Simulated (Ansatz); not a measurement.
| atom | x (Å) | y (Å) | z (Å) |
| --- | --- | --- | --- |
| C | -1.0167 | 0.6293 | -0.7604 |
| C | -0.0478 | -0.3059 | -0.0155 |
| C | 1.1107 | 0.4189 | 0.6922 |
| Al | 0.6547 | -1.6851 | -1.2447 |
| Au | 1.4928 | -3.2489 | -2.6999 |
| H | -1.8689 | 0.0981 | -1.2306 |
| H | -0.5084 | 1.2382 | -1.5352 |
| H | -1.4499 | 1.3427 | -0.0261 |
| H | 0.6807 | 1.1321 | 1.4286 |
| H | 1.7770 | -0.2625 | 1.2590 |
| H | 1.7288 | 1.0169 | -0.0078 |
| H | -0.6137 | -0.9212 | 0.7242 |

Geometry: PBE-D3(BJ)/def2-SVP; core potentials replace the inner electrons of Au.

These are results of isolated molecule in a Gaussian basis; Kohn-Sham density functional theory, functional PBE0 (Ansatz), not measurements.

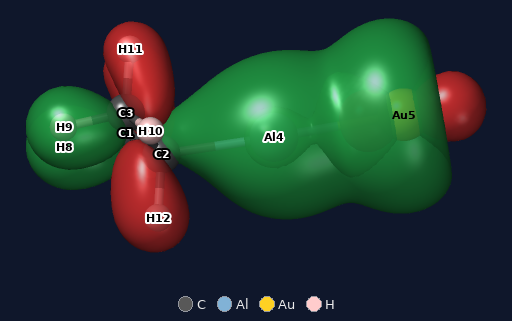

C3H7AlAu (SMILES C[CH](C)[Al+][Au]) (charge +1). The HOMO−1 at ±0.08 Å⁻³ᐟ² (green and red are the two phases), seen from one side.

Q: What is the character of this orbital?

A: It lies mainly on Au5 (about 50 %), Al4 (about 20 %) and C2 (about 5 %). Its energy is −13.39 eV.
